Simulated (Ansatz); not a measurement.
A series of calculations on HfNH₄SCl₂F

### Relaxation

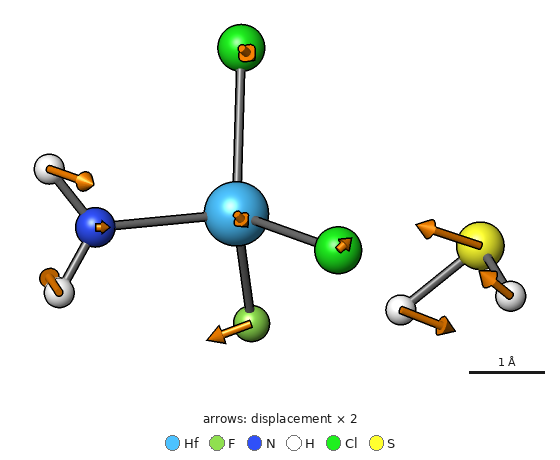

A relaxation of HfNH$_{4}$SCl$_{2}$F. The starting structure is drawn; orange arrows show the displacements, magnified 2 times. The two geometries are superimposed by the best rigid fit.

Style: ball-and-stick. Shown at a tilt.

The run prepares an end point of a later path (reaction) calculation, from a guessed geometry.

These are results of RKS B3LYP-D4/def2-SVP (Ansatz), not measurements. Set-up: no spin polarisation; force threshold 0.03 eV/Å; at most 50 steps.

Question: What happened in the run?

Answer: The energy falls by 0.224 eV in 11 geometry steps. Largest force component: 0.83 eV/Å at the start, 0.016 eV/Å at the end. The largest moves after the best rigid fit, 0.54 Å, are those of H and S atoms. By element the largest moves are S 0.54 Å, H 0.53 Å, F 0.33 Å, Cl 0.20 Å, Hf 0.16 Å, N 0.11 Å. Some distances before and after: Hf–S 3.742 → 3.091 Å, F–Hf 1.957 → 1.922 Å, H–S 1.381 → 1.354 Å, Cl–Hf 2.368 → 2.394 Å. New bonds form, among them: Hf–S (3.74 → 3.09 Å). Among the angles between lasting bonds that change: F–Hf–Cl 107.6° → 117.4°, F–Hf–N 103.9° → 96.3°, Cl–Hf–Cl 116.3° → 112.7°. Groups turn about Hf–N by about 35°.

### Relaxation

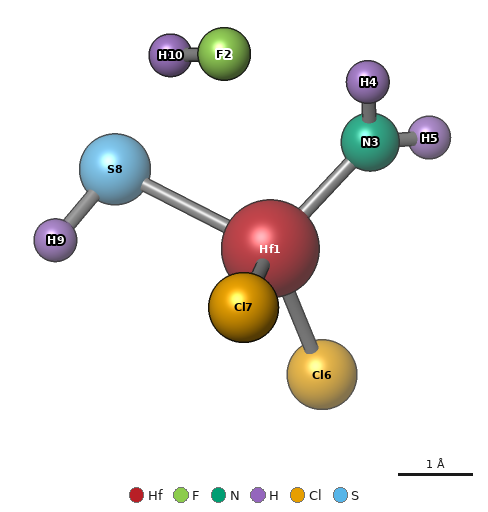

HfNH4SCl2F, before the relaxation. Style: ball-and-stick. Shown at a tilt.

The run prepares an end point of a later path (reaction) calculation, from a guessed geometry.

Method: RKS B3LYP-D4/def2-SVP in Ansatz.

The input:
```yaml
crystal:
  periodic: [false, false, false]
  atoms:
    - { symbol: Hf, position_ang: [-0.533538, 0.055486, -0.777389] }
    - { symbol: F, position_ang: [0.362658, -1.504682, 1.841846] }
    - { symbol: "N", position_ang: [1.280809, 0.513469, -0.08305] }
    - { symbol: H, position_ang: [1.716424, -0.046534, 0.650699] }
    - { symbol: H, position_ang: [1.909198, 1.264959, -0.373778] }
    - { symbol: Cl, position_ang: [-0.917134, 1.502869, -2.59533] }
    - { symbol: Cl, position_ang: [-0.841217, -2.214209, -1.37539] }
    - { symbol: S, position_ang: [-2.064148, 0.650676, 1.151651] }
    - { symbol: H, position_ang: [-3.120332, -0.040548, 0.640366] }
    - { symbol: H, position_ang: [-0.386219, -1.054286, 2.163475] }
basis:
  gaussian: { orbitals: def2-SVP }
hamiltonian:
  xc: b3lyp
  dispersion: d4
relax:
  f_tol: 0.03
  max_steps: 50
```

Launched with:
```bash
ansatz run input.yaml --threads 4 --pin off --max-ram 5120MiB --backend cpu --events-out ev --progress --plain --runs-dir out
```

Where does the relaxation end?

Answer. The energy falls by 0.229 eV in 8 accepted moves (10 points after the start). The largest force component goes from 0.49 to 0.014 eV/Å. The line search rejected the trial steps at points 7, 9 of the run. The largest move after the best rigid fit is that of F2, 0.54 Å. Largest moves by element: F 0.54 Å, H 0.52 Å, Cl 0.34 Å, Hf 0.33 Å, N 0.15 Å, S 0.15 Å. Among the contacts that change: Hf1–F2 3.178 → 2.395 Å, Hf1–H10 3.147 → 2.545 Å, S8–H10 2.597 → 2.046 Å, F2–H10 0.931 → 0.981 Å. New bonds form, among them: Hf1–F2 (3.18 → 2.39 Å). Bond angles that change, for instance: Cl7–Hf1–S8 109.8° → 117.6°, Cl6–Hf1–S8 110.2° → 102.5°, Cl6–Hf1–Cl7 111.9° → 104.7°.

The structure at the end:

```xyz
10

Hf   -0.4288   -0.1109   -0.5176
F    -0.0118   -1.3212    1.5061
N     1.4270    0.5128   -0.0640
H     2.0450    0.0691    0.6152
H     1.9343    1.2464   -0.5583
Cl   -0.9150    1.3745   -2.2783
Cl   -0.7164   -2.2763   -1.4559
S    -2.0722    0.6212    1.2954
H    -3.0801   -0.1444    0.8060
H    -0.7756   -0.8440    1.8946
```

After the run, drawn alike:

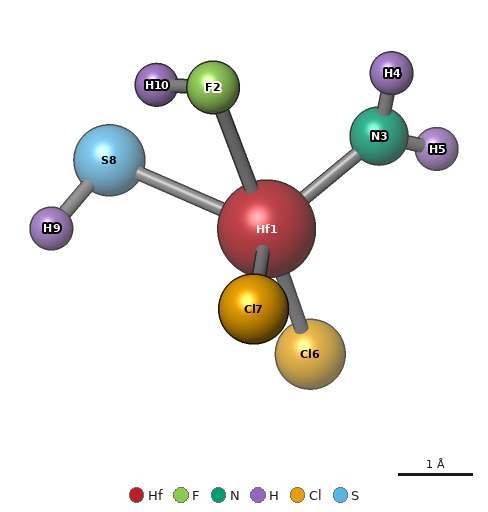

Limits of the set-up: the start holds two separate molecules, 2.3 Å apart at their closest, whose relative position is a soft coordinate.

### Path

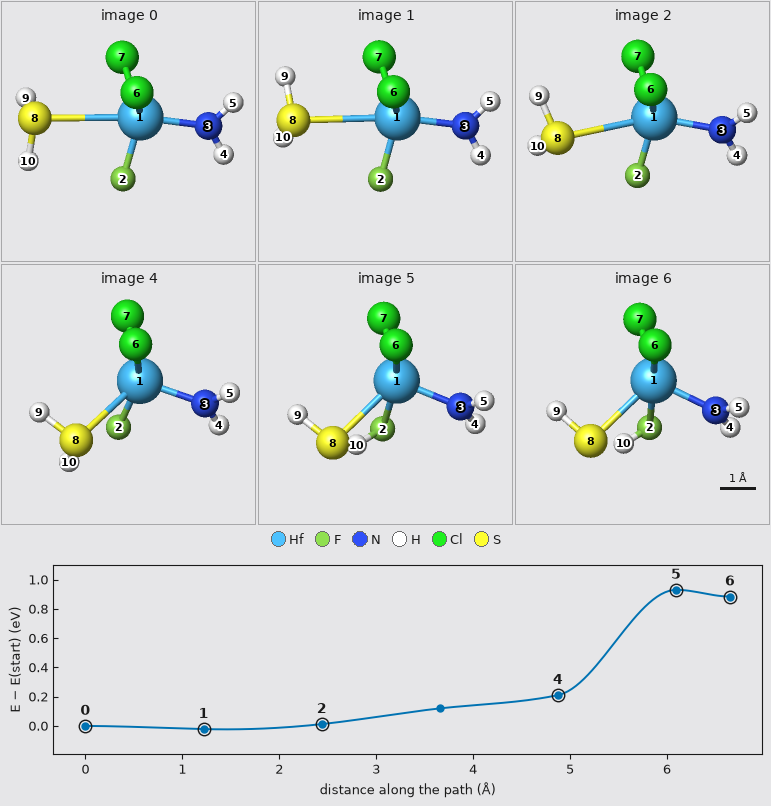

NEB run on HfNH₄SCl₂F. Images are numbered from 0 (start) to 6 (end). The picture is a ball-and-stick view, seen face on.

The calculation used RKS B3LYP-D4/def2-SVP in Ansatz 0.2.0. Run with 5 movable images; climbing image; force threshold 0.05 eV/Å; iteration limit 60; starting path through a guess of the saddle point.

Question: What happens along the path, and what is the barrier?

Answer: A hydrogen atom shifts from one atom to another. Breaking: S8–H10 (1.35 → 1.71 at the top → 2.05 Å). Forming: F2–H10 (2.82 → 1.12 at the top → 0.98 Å). Forward barrier 0.93 eV, backward barrier 0.05 eV, with image 5 at the top; the reaction energy is +0.88 eV. Image 1 lies below both ends, at −0.02 eV, which points to an intermediate minimum that so few images don't resolve. The band converged in 23 iterations. The largest component of the band force went from 9.3 to 0.041 eV/Å. The climbing image converged on the top of the path. Its vibrational analysis gives one imaginary mode (367i cm⁻¹), as a transition state must have.

The run took 7 min on 4 threads of Arm Neoverse V2, on a shared host, peak memory 0.38 GiB.
